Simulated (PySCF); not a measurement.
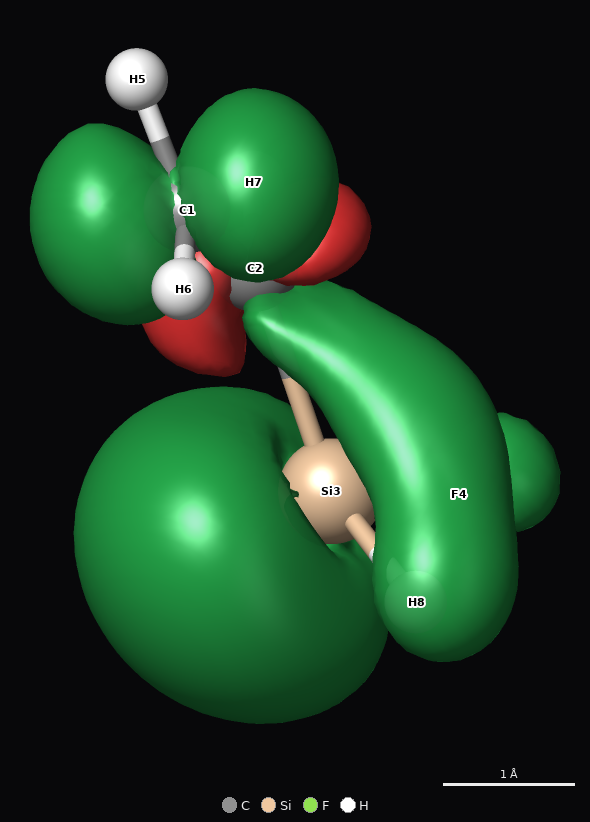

*C₂H₄FSi (doublet). Isosurfaces of the spin density at +0.015 (green) and −0.015 e/Å³ (red), seen at an oblique angle.*

Geometry: GFN2-xTB.

Method: UKS B3LYP, pcH-1 on C F H Si, non-relativistic, mean-field spin-orbit, GIAO in PySCF.

```tsv
atom	x (Å)	y (Å)	z (Å)
C	-1.4084	-0.1870	-0.1382
C	-0.2773	0.3177	0.3688
Si	1.3928	0.2020	-0.3948
F	2.5404	0.4895	0.7219
H	-2.3648	-0.0229	0.3300
H	-1.4116	-0.8025	-1.0221
H	-0.3510	0.9416	1.2538
H	1.8889	-0.9289	-1.1440
```

**Where is the unpaired spin?**

The unpaired spin (1 electron) lies mostly on Si3 (about 0.7) and C1 (about 0.1), in electrons by Hirshfeld's partition.
